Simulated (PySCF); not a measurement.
**CH$_{6}$Si, SMILES `C[SiH3]`: what the electrons do**

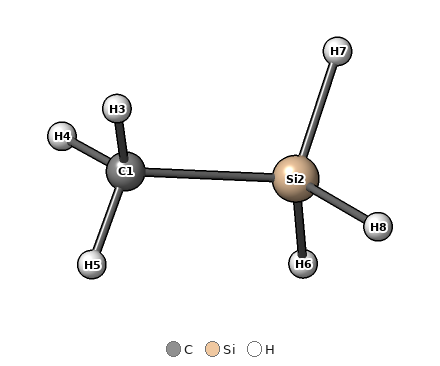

The molecule, with its atoms numbered as below. No frequency check shows the geometry to be a minimum.

Geometry (Å), atoms numbered from 1:

```
C1      -1.2503   -0.0001    0.0000
Si2      0.6452    0.0000    0.0000
H3      -1.6452   -0.1097    1.0064
H4      -1.6452    0.9265   -0.4081
H5      -1.6453   -0.8166   -0.5983
H6       1.1352    0.1536   -1.3718
H7       1.1352    1.1112    0.8189
H8       1.1351   -1.2648    0.5529
```

### 1. In an electric field

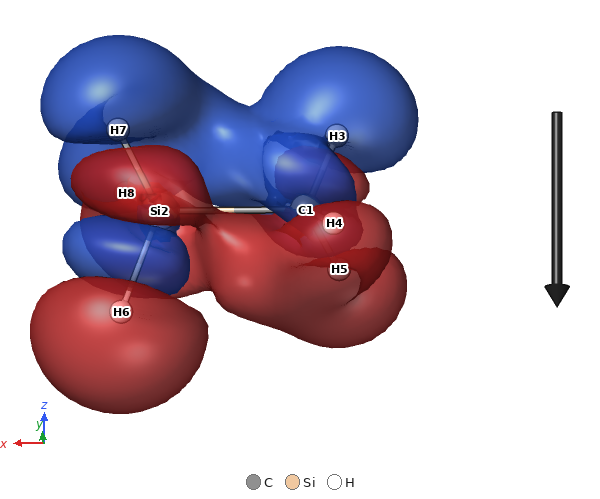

Change of the electron density in a uniform field of 0.41 V/Å along −z (arrow), surfaces at ±0.0015 e/Å³ (blue: gain, red: loss).

PySCF calculation, BLYP/6-311+G**, gas phase; geometry: GFN2-xTB. The basis has diffuse s and p functions alone, which still leaves polarisabilities too small, most of all across bonds.

**What dipole is induced, and what polarisability does it imply?**

The induced dipole is 0.78 D (along the field); α along this axis, from the fields in both directions, is 38 bohr³ (5.7 Å³).

**Which atoms gain and lose the most charge?**

Electrons gather most on H3 (Hirshfeld charge changes by −0.015 e) and leave H6 most (+0.021 e); 0.080 electrons are displaced in all.

### 2. Localised orbitals

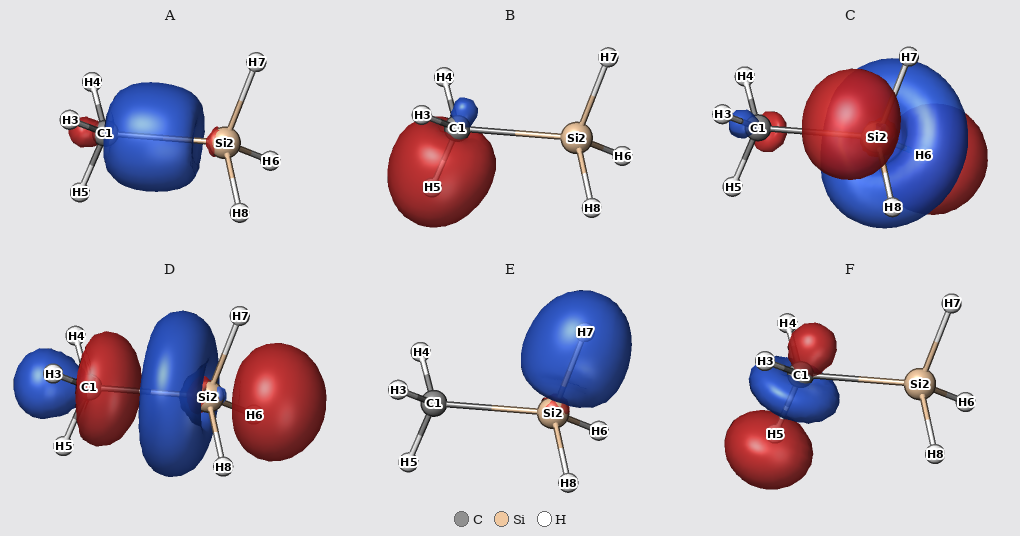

Intrinsic bond orbitals (IBO), occupied and valence-virtual; each surface holds about 70 % of the orbital's density. Energies are diagonal elements of the Fock matrix.

Method: B3LYP/def2-SVP; geometry: GFN2-xTB; program: PySCF.

**Name the orbitals, with their atomic make-up and energies.**

By panel:
- A: σ bond C1–Si2 (C1 63 %, Si2 36 %; −11.3 eV)
- B: σ bond C1–H5 (C1 57 %, H5 42 %; −13.1 eV)
- C: σ* orbital Si2–H6 (Si2 56 %, H6 43 %; 5.7 eV)
- D: σ* orbital Si2–C1, mostly on Si2 (Si2 64 %, C1 35 %; 4.7 eV)
- E: σ bond H7–Si2 (H7 56 %, Si2 44 %; −10.8 eV)
- F: σ* orbital H5–C1 (H5 57 %, C1 43 %; 9.4 eV)

### 3. Stretching a bond

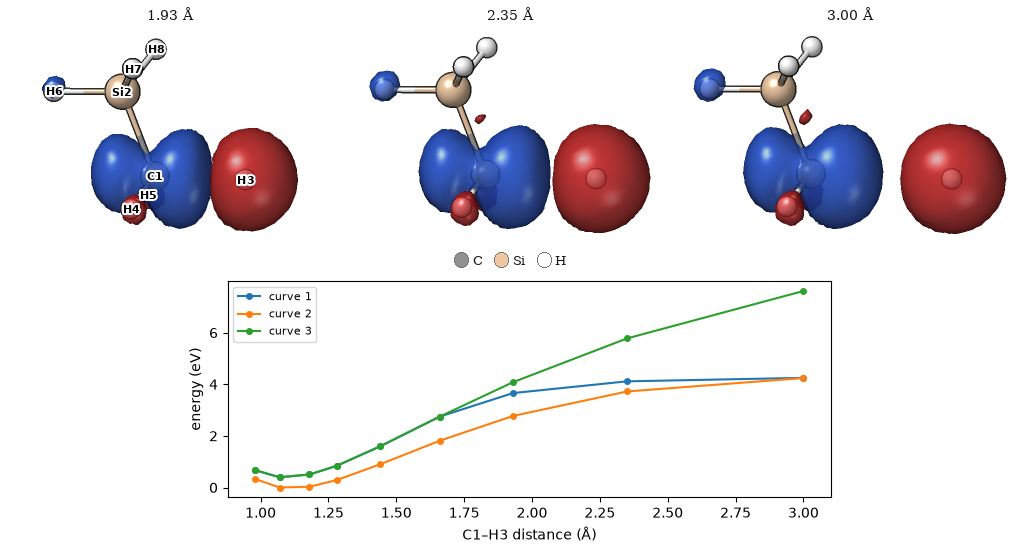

Rigid stretch of the C1–H3 bond. Broken-symmetry UHF spin density at ±0.03 e/Å³ (red: α, blue: β). Below: energies along the scan, from the lowest point of the three curves.

Computed with PySCF, def2-SVP basis, geometry: GFN2-xTB.

**How does the broken-symmetry solution share the spin, and how far is it from a pure singlet?**

At 3.00 Å excess α spin lies mostly on H3 and excess β on C1; the two could be swapped at no cost. ⟨S²⟩ is 0.56 at 1.93 Å, 0.88 at 2.35 Å and 0.99 at 3.00 Å, against 0 for a pure singlet and 1 for an equal mix of singlet and triplet.

**Which curve is which method?**

Curve 1 is UHF. Curve 2 is CASSCF(2,2). Curve 3 is RHF. RHF rises too steeply because it keeps both electrons in one orbital and so mixes in ionic fragments.

**Where does the UHF solution part from RHF?**

Between 1.66 Å (⟨S²⟩ = 0, the two coincide) and 1.93 Å (⟨S²⟩ = 0.56); at 3.00 Å ⟨S²⟩ is 0.99 and UHF lies 3.4 eV below RHF.

**How much energy does the stretch cost?**

By CASSCF, 4.2 eV from the lowest point of the scan (1.07 Å) to 3.00 Å; RHF gives 7.2 eV from its own lowest point. The fragments aren't relaxed and dynamic correlation is missing, so this isn't a bond dissociation energy.

The PySCF runs shown took 16 s, 4.2 s and 71 s on 1 thread of Arm Neoverse V1, with other jobs on the host.
